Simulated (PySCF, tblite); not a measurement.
**C4H8ClFSi2: geometry, infrared bands and NMR shifts**

Wanted: the infrared bands and NMR shifts of C4H8ClFSi2 (`C=C[Si@@]1(Cl)C[SiH2][C@@H]1F`), by calculation.

The runs use tblite 0.8.0 and PySCF 2.14.0, with density-fitted response routines of our own; the level of theory stands in each step. All values are computed, except where a source is named. Atoms count from 0, in the outputs and in this text.

## (1) Starting geometry

16 atoms, charge 0, multiplicity 1; geometry from: force field or distance geometry start.

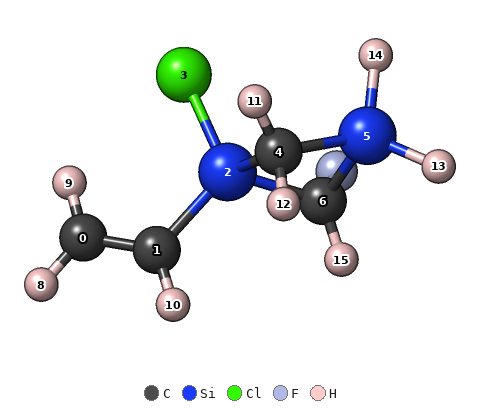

As it starts; carbon dark grey, silicon blue, chlorine green, fluorine light blue, hydrogen pink, atoms numbered.

## (2) Relaxing the molecule with GFN2-xTB

Job settings and geometry (Å):

```
{"job": {"kind": "relax", "xc": "GFN2-xTB", "basis": "xTB"}, "charge": 0, "multiplicity": 1}
C      2.966700    -0.287900    -0.328200
C      1.717900    -0.100700    -0.842100
Si     0.293900    -0.124200     0.318900
Cl     0.819700    -0.460600     2.286200
C     -0.786200     1.393800     0.067400
Si    -2.248500     0.290000     0.387600
C     -1.168300    -1.138000    -0.208000
F     -1.377600    -2.261400     0.598900
H      3.813000    -0.275800    -1.030400
H      3.072200    -0.433700     0.732100
H      1.569900     0.046200    -1.908900
H     -0.580800     2.147400     0.818200
H     -0.768500     1.773600    -0.988600
H     -3.417900     0.557600    -0.469000
H     -2.596600     0.187400     1.815600
H     -1.316700    -1.304700    -1.261000
```

On the command line:

```console
> OMP_NUM_THREADS=1 python probes_run.py task.json out
```

The driver reads the jobs from task.json and runs them one after another.

Standard output:

```text
step      E/eV     max force
  0    -688.83668    2.570
  1    -689.06165    1.986
  2    -689.17394    0.835
  3    -689.26335    0.708
  4    -689.34528    0.708
  5    -689.38672    0.465
  6    -689.40900    0.253
  7    -689.41800    0.220
  8    -689.42731    0.261
  9    -689.43621    0.278
 10    -689.44530    0.284
 11    -689.45470    0.306
 12    -689.46480    0.320
 13    -689.47326    0.296
 14    -689.47879    0.216
 15    -689.48186    0.119
 16    -689.48346    0.101
 17    -689.48461    0.098
 18    -689.48563    0.102
 19    -689.48657    0.106
 20    -689.48747    0.083
 21    -689.48831    0.085
 22    -689.48910    0.079
 23    -689.48992    0.077
 24    -689.49080    0.089
 25    -689.49167    0.085
 26    -689.49262    0.084
 27    -689.49386    0.092
 28    -689.49554    0.108
 29    -689.49741    0.118
 30    -689.49901    0.090
 31    -689.50028    0.074
 32    -689.50158    0.111
 33    -689.50311    0.112
 34    -689.50462    0.090
 35    -689.50579    0.075
 36    -689.50672    0.072
 37    -689.50772    0.078
 38    -689.50896    0.107
 39    -689.51025    0.106
 40    -689.51133    0.085
 41    -689.51225    0.084
 42    -689.51323    0.085
 43    -689.51426    0.087
 44    -689.51521    0.079
 45    -689.51600    0.059
 46    -689.51671    0.067
 47    -689.51740    0.062
 48    -689.51803    0.064
 49    -689.51848    0.045
 50    -689.51882    0.045
 51    -689.51915    0.045
 52    -689.51954    0.071
 53    -689.51997    0.075
 54    -689.52033    0.055
 55    -689.52065    0.052
 56    -689.52097    0.044
 57    -689.52147    0.060
 58    -689.52191    0.067
 59    -689.52243    0.067
 60    -689.52277    0.045
 61    -689.52304    0.046
 62    -689.52333    0.055
 63    -689.52371    0.050
 64    -689.52419    0.060
 65    -689.52465    0.046
 66    -689.52506    0.053
 67    -689.52550    0.058
 68    -689.52602    0.054
 69    -689.52657    0.056
 70    -689.52696    0.040
 71    -689.52716    0.029
 72    -689.52726    0.024
 73    -689.52738    0.029
 74    -689.52751    0.030
 75    -689.52766    0.031
 76    -689.52783    0.033
 77    -689.52798    0.032
 78    -689.52819    0.036
 79    -689.52850    0.039
 80    -689.52878    0.038
 81    -689.52895    0.029
 82    -689.52905    0.026
 83    -689.52915    0.025
 84    -689.52928    0.027
 85    -689.52943    0.025
 86    -689.52956    0.032
 87    -689.52968    0.030
 88    -689.52979    0.022
 89    -689.52988    0.021
 90    -689.52994    0.016
 91    -689.52998    0.015
 92    -689.53003    0.018
 93    -689.53009    0.022
 94    -689.53016    0.018
 95    -689.53020    0.013
 96    -689.53024    0.012
 97    -689.53027    0.013
 98    -689.53029    0.015
 99    -689.53032    0.013
100    -689.53034    0.013
101    -689.53037    0.012
102    -689.53041    0.013
103    -689.53043    0.010
104    -689.53044    0.006
```

It took 0.84 s on 1 thread of Arm Neoverse V2, shared host; peak memory 0.18 GiB.

Along the way: (not every step is listed)

| step | energy from step 0 (eV) | largest force (eV/Å) |
| --- | --- | --- |
| 0 | 0.0000 | 2.5703 |
| 1 | -0.2250 | 1.9858 |
| 2 | -0.3373 | 0.8345 |
| 3 | -0.4267 | 0.7080 |
| 4 | -0.5086 | 0.7079 |
| 5 | -0.5500 | 0.4647 |
| 6 | -0.5723 | 0.2529 |
| 7 | -0.5813 | 0.2200 |
| 8 | -0.5906 | 0.2615 |
| 17 | -0.6479 | 0.0978 |
| 26 | -0.6559 | 0.0842 |
| 35 | -0.6691 | 0.0751 |
| 44 | -0.6785 | 0.0785 |
| 53 | -0.6833 | 0.0745 |
| 62 | -0.6866 | 0.0555 |
| 71 | -0.6905 | 0.0290 |
| 80 | -0.6921 | 0.0381 |
| 89 | -0.6932 | 0.0205 |
| 98 | -0.6936 | 0.0151 |
| 99 | -0.6936 | 0.0133 |
| 100 | -0.6937 | 0.0130 |
| 101 | -0.6937 | 0.0123 |
| 102 | -0.6937 | 0.0132 |
| 103 | -0.6938 | 0.0104 |
| 104 | -0.6938 | 0.0057 |

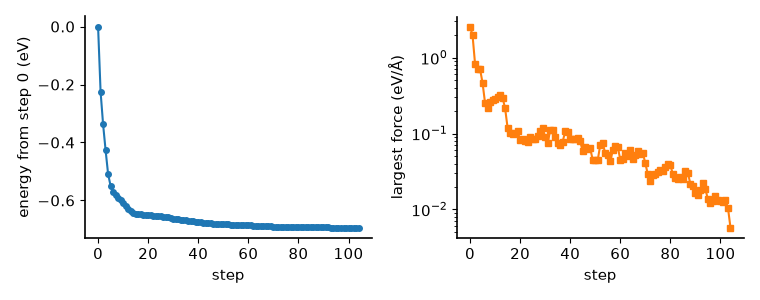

Energy and force, step by step.

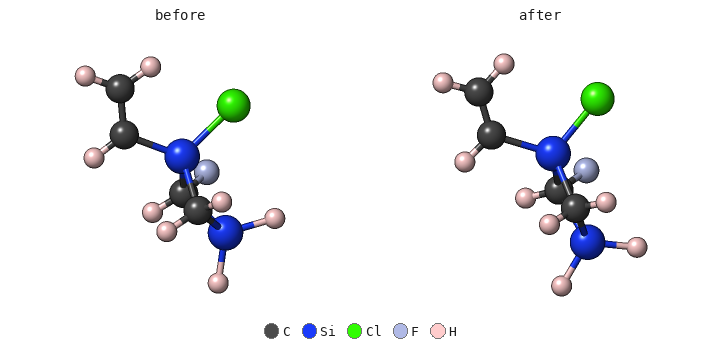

Before and after, at one scale.

Close pairs (by a distance rule), those that changed most:

| bond | before (Å) | after (Å) | change (Å) |
| --- | --- | --- | --- |
| Si2–C6 | 1.856 | 1.946 | +0.090 |
| C4–Si5 | 1.860 | 1.920 | +0.060 |
| Si5–C6 | 1.887 | 1.939 | +0.052 |
| Si2–Cl3 | 2.064 | 2.015 | -0.049 |
| C1–Si2 | 1.837 | 1.881 | +0.044 |
| Si2–C4 | 1.880 | 1.924 | +0.044 |
| C0–C1 | 1.363 | 1.324 | -0.039 |
| C4–H12 | 1.122 | 1.087 | -0.036 |

The end geometry stands in the next job.

## (3) Harmonic vibrations with GFN2-xTB

Job settings and geometry (Å):

```
{"job": {"kind": "ir", "xc": "GFN2-xTB", "basis": "xTB"}, "charge": 0, "multiplicity": 1}
C      3.015635    -0.316518    -0.586572
C      1.730462    -0.128878    -0.845921
Si     0.371620    -0.070993     0.453740
Cl     1.113396    -0.383950     2.301272
C     -0.823363     1.433068     0.355008
Si    -2.383440     0.335953     0.133102
C     -1.174423    -1.177379     0.038144
F     -1.448154    -2.202252     0.939764
H      3.765402    -0.343764    -1.362122
H      3.372567    -0.452682     0.421133
H      1.423163     0.002287    -1.875918
H     -0.837024     2.060416     1.242157
H     -0.625903     2.096076    -0.483006
H     -3.128752     0.556966    -1.105600
H     -3.252406     0.268546     1.301377
H     -1.126379    -1.667954    -0.937969
```

Standard output:

```text
mode    cm-1     km/mol
  1      31.7      0.18
  2      51.3      0.18
  3      87.5      1.24
  4     107.2      2.58
  5     141.0      0.83
  6     160.7      6.70
  7     238.1      2.91
  8     273.9      2.91
  9     296.3     16.10
 10     384.0      7.47
 11     442.5     40.98
 12     482.5     22.04
 13     495.8     12.83
 14     503.5     16.19
 15     584.7     16.35
 16     624.0     51.79
 17     672.2     43.23
 18     682.9    110.62
 19     699.0    264.66
 20     730.8    151.33
 21     746.4    312.63
 22     774.1     98.29
 23     923.6     11.58
 24     930.5      3.28
 25    1005.1     14.00
 26    1021.8     10.27
 27    1024.2     19.32
 28    1028.4     30.07
 29    1090.0     62.86
 30    1268.5      1.50
 31    1271.5     14.69
 32    1413.0     10.26
 33    1455.5      8.88
 34    1661.5     13.04
 35    2268.3    396.52
 36    2315.0    272.09
 37    2921.6     35.44
 38    3013.3     25.49
 39    3023.1      4.46
 40    3036.9     33.91
 41    3081.5     31.23
 42    3112.0     41.54
```

Wall time 0.67 s (1 thread of Arm Neoverse V2, shared host); peak memory 0.18 GiB.

Which atoms move in the most intense modes:

| cm⁻¹ | km/mol | atoms |
| --- | --- | --- |
| 683 | 110.6 | C4 23 %, H13 15 %, C6 12 %, H14 12 % |
| 699 | 264.7 | C6 28 %, Si2 27 %, C4 11 % |
| 731 | 151.3 | C4 25 %, Si2 18 %, C1 12 %, H14 10 % |
| 746 | 312.6 | H13 34 %, H14 26 %, Si2 12 % |
| 774 | 98.3 | C4 29 %, Si2 23 %, H14 13 %, H13 11 % |
| 1090 | 62.9 | H12 38 %, H11 37 %, C4 24 % |
| 2268 | 396.5 | H13 96 % |
| 2315 | 272.1 | H14 97 % |

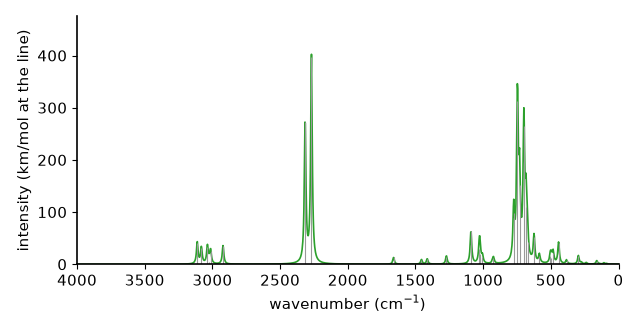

The infrared spectrum from these modes, unscaled. Lines are broadened to a width of 14 cm⁻¹ (Lorentzian).

## (4) NMR shieldings: PBE0/pcSseg-1

Settings changed since step 3:

```diff
@@ -1,2 +1,2 @@
-{"job": {"kind": "ir", "xc": "GFN2-xTB", "basis": "xTB"}, "charge": 0, "multiplicity": 1}
+{"job": {"kind": "nmr", "xc": "PBE0", "basis": "pcSseg-1"}, "charge": 0, "multiplicity": 1}
 C      3.015635    -0.316518    -0.586572
```

Level: GIAO PBE0/pcSseg-1 NMR shielding, non-relativistic, gas phase.

Standard output:

```text
coarse grid: 15264 points
cycle   1  E = -1295.4027521557  dE =  7.841e-01  |g| = 6.084e-01  |ddm| = 3.742e+00
cycle   2  E = -1295.3688981548  dE =  3.385e-02  |g| = 7.718e-01  |ddm| = 1.079e+00
cycle   3  E = -1295.4811851746  dE = -1.123e-01  |g| = 8.705e-02  |ddm| = 6.046e-01
cycle   4  E = -1295.4823540709  dE = -1.169e-03  |g| = 3.509e-02  |ddm| = 8.072e-02
cycle   5  E = -1295.4825967433  dE = -2.427e-04  |g| = 8.610e-03  |ddm| = 3.083e-02
cycle   6  E = -1295.4826127548  dE = -1.601e-05  |g| = 3.709e-03  |ddm| = 1.155e-02
cycle   7  E = -1295.4826160726  dE = -3.318e-06  |g| = 9.311e-04  |ddm| = 3.618e-03
final grid: 135016 points
cycle   8  E = -1295.5351450480  dE = -3.395e-05  |g| = 8.443e-03  |ddm| = 2.577e-02
cycle   9  E = -1295.5351347474  dE =  1.030e-05  |g| = 1.095e-02  |ddm| = 1.534e-02
cycle  10  E = -1295.5351611854  dE = -2.644e-05  |g| = 1.297e-03  |ddm| = 8.586e-03
cycle  11  E = -1295.5351614594  dE = -2.740e-07  |g| = 3.143e-04  |ddm| = 1.119e-03
cycle  12  E = -1295.5351614773  dE = -1.797e-08  |g| = 5.739e-05  |ddm| = 2.491e-04
cycle  13  E = -1295.5351614779  dE = -5.405e-10  |g| = 2.939e-05  |ddm| = 7.405e-05
converged SCF energy = -1295.5351614779

GIAO shielding tensors (ppm)
atom      isotropic    diamagn.    paramagn.     s11        s22        s33       span
  0 C       42.923     251.707    -208.784    -81.081     37.125    172.724    253.805
  1 C       45.697     262.960    -217.263    -69.401     41.639    164.852    234.253
  2 Si     329.084     879.892    -550.808    297.542    332.139    357.571     60.029
  3 Cl     974.671    1149.699    -175.028    921.805    976.138   1026.070    104.265
  4 C      182.629     259.111     -76.482    159.943    181.704    206.240     46.297
  5 Si     388.439     880.336    -491.897    363.050    377.701    424.567     61.517
  6 C       90.171     253.906    -163.735     36.190     83.498    150.826    114.636
  7 F      454.875     472.060     -17.185    379.977    487.337    497.310    117.333
  8 H       25.154      27.783      -2.629     22.406     24.364     28.692      6.286
  9 H       25.270      30.709      -5.439     21.595     23.402     30.813      9.218
 10 H       25.475      32.741      -7.266     23.331     24.790     28.305      4.975
 11 H       30.787      30.712       0.076     26.504     28.356     37.503     10.999
 12 H       31.072      32.096      -1.023     26.984     28.297     37.936     10.952
 13 H       26.966      28.841      -1.876     23.803     24.563     32.532      8.729
 14 H       26.879      28.897      -2.019     24.284     24.512     31.840      7.556
 15 H       25.919      31.335      -5.416     23.955     24.955     28.846      4.891
```

It took 32 s on 1 thread of Arm Neoverse V2, shared host; peak memory 0.88 GiB.

The references, computed at this level on geometries of the same kind, shield at (ppm): 1H TMS 31.72, 13C TMS 186.9, 29Si TMS 349.2, 19F CFCl3 170.9, 35Cl HCl 950. Their shielding less the atom's gives the shift. The references are single molecules in the gas phase, so shifts against H2O, NH3, PH3, H3PO4 or CFCl3 are not on the usual liquid scales and can be off by tens of ppm.

| atoms | environment | σ (ppm) | δ (ppm) | δ scaled to CDCl3 |
| --- | --- | --- | --- | --- |
| C0 | terminal =CH2 carbon | 42.9 | 144.0 | 138.6 |
| C1 | alkene CH | 45.7 | 141.2 | 135.9 |
| C6 | sp3 CH bonded to F and 2 Si | 90.2 | 96.8 | 92.5 |
| C4 | sp3 CH2 bonded to 2 Si | 182.6 | 4.3 | 2.3 |
| H8 | hydrogen on a terminal =CH2 carbon | 25.15 | 6.56 | 6.29 |
| H9 | hydrogen on a terminal =CH2 carbon | 25.27 | 6.45 | 6.18 |
| H10 | hydrogen on an alkene CH | 25.48 | 6.24 | 5.99 |
| H15 | hydrogen on an sp3 CH bonded to F and 2 Si | 25.92 | 5.80 | 5.57 |
| H14 | hydrogen on a silicon bonded to 2 C, in a 4-membered ring | 26.88 | 4.84 | – |
| H13 | hydrogen on a silicon bonded to 2 C, in a 4-membered ring | 26.97 | 4.75 | – |
| H11 | hydrogen on an sp3 CH2 bonded to 2 Si | 30.79 | 0.93 | 0.98 |
| H12 | hydrogen on an sp3 CH2 bonded to 2 Si | 31.07 | 0.64 | 0.71 |
| Si2 | silicon bonded to 3 C, Cl, in a 4-membered ring | 329.1 | 20.1 | – |
| Si5 | silicon bonded to 2 C, 2 H, in a 4-membered ring | 388.4 | -39.3 | – |
| Cl3 | chlorine bonded to Si | 975 | -25 | – |
| F7 | fluorine on an sp3 carbon | 454.9 | -283.9 | – |

The scaled column applies a straight-line fit of computed shieldings to shifts measured in CDCl3, with any fitted terms for Cl, Br or S neighbours, and one for carbons that bear F (root-mean-square error 0.16 ppm for H, 1.9 ppm for C).

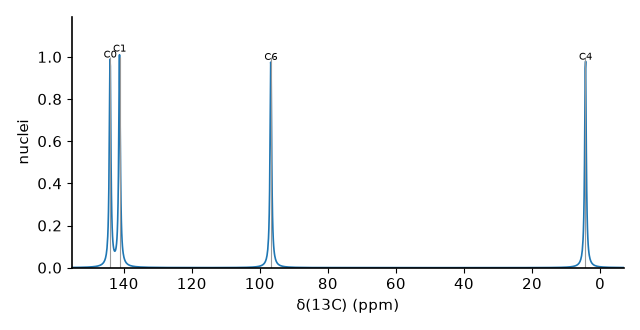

13C lines at the computed shifts, without couplings. Lines are broadened to a width of 0.56 ppm (Lorentzian).

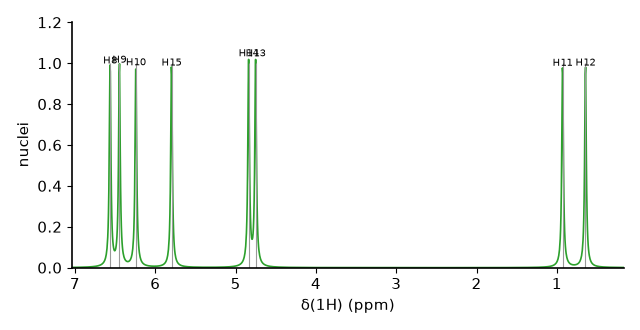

1H lines at the computed shifts, without couplings. Lines are broadened to a width of 0.02 ppm (Lorentzian).

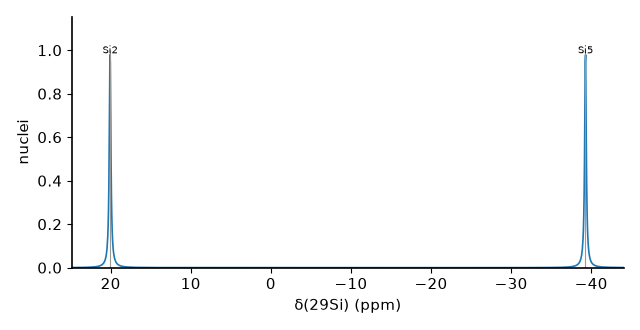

29Si lines at the computed shifts, without couplings. Lines are broadened to a width of 0.24 ppm (Lorentzian).

The run also stored atomic charges by several schemes (e):

| atoms | Mulliken | IAO | Hirshfeld | ESP fit |
| --- | --- | --- | --- | --- |
| C0 | -0.13 | -0.26 | -0.07 | -0.27 |
| C1 | -0.51 | -0.44 | -0.14 | -0.33 |
| Si2 | 1.07 | 1.04 | 0.38 | 0.47 |
| Cl3 | -0.30 | -0.28 | -0.09 | -0.15 |
| C4 | -0.85 | -0.85 | -0.26 | -0.55 |
| Si5 | 0.64 | 0.74 | 0.34 | 0.42 |
| C6 | -0.34 | -0.36 | -0.12 | -0.06 |
| F7 | -0.34 | -0.32 | -0.14 | -0.25 |

IAO charges:

C0 -0.26; C1 -0.44; Si2 1.04; Cl3 -0.28; C4 -0.85; Si5 0.74; C6 -0.36; F7 -0.32; H8 0.16; H9 0.15; H10 0.16; H11 0.17; H12 0.17; H13 -0.12; H14 -0.10; H15 0.15

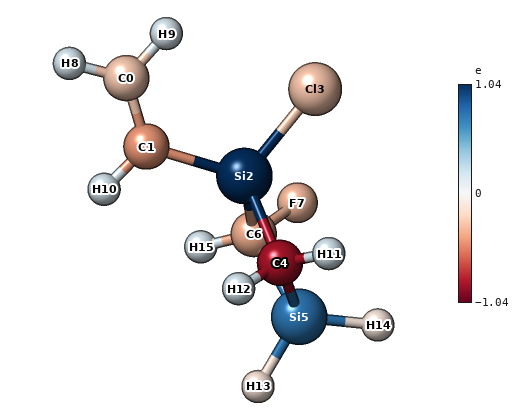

IAO charges, as colours on the atoms.

Mayer bond orders: C0–C1 1.99, C1–Si2 0.90, Si2–Cl3 1.04, Si2–C4 0.91, C4–Si5 0.92, Si5–C6 0.87, C6–F7 0.82, C6–Si2 0.83.

Ring of atoms Si2, C4, Si5, C6: NICS(0) -0.3, NICS(1) -1.5, NICS(1)zz 3.2 ppm (means of both faces; NICS(1) differs between them: -3.3 and 0.3).

The two faces differ (NICS(1)zz 0.0 and 6.5 ppm).

## (5) Outcome

| quantity | value |
| --- | --- |
| strongest single infrared mode (GFN2-xTB) | 2268 cm⁻¹, 397 km/mol |
| zero-point energy (GFN2-xTB) | 65.9 kcal/mol |
| 13C shifts against TMS (PBE0/pcSseg-1) | 144.0, 141.2, 96.8, 4.3 ppm |
| 1H shifts against TMS (PBE0/pcSseg-1) | 6.56, 6.45, 6.24, 5.80, 4.84, 4.75, 0.93, 0.64 ppm |
| 29Si shifts against TMS (PBE0/pcSseg-1) | 20.1, -39.3 ppm |
| 35Cl shifts against HCl (PBE0/pcSseg-1) | -25 ppm |
| 19F shifts against CFCl3 (PBE0/pcSseg-1) | -283.9 ppm |

The optimisation took 104 steps and gained 0.694 eV; among the close pairs (by a distance rule), Si2–C6 changed most, from 1.856 to 1.946 Å. All 42 modes are real, so the xTB geometry is a minimum. The strongest single mode, at 2268 cm⁻¹, moves mainly H13. GFN2-xTB is a fitted tight-binding method: band positions and strengths are rough. Its intensities can rank the bands wrongly. The most deshielded carbon is C0 (terminal =CH2 carbon), at 144.0 ppm: as expected for a trigonal carbon in a double bond. At PBE0/pcSseg-1: The widest tensor belongs to C0: span 254 ppm, with a paramagnetic part of -209 ppm.
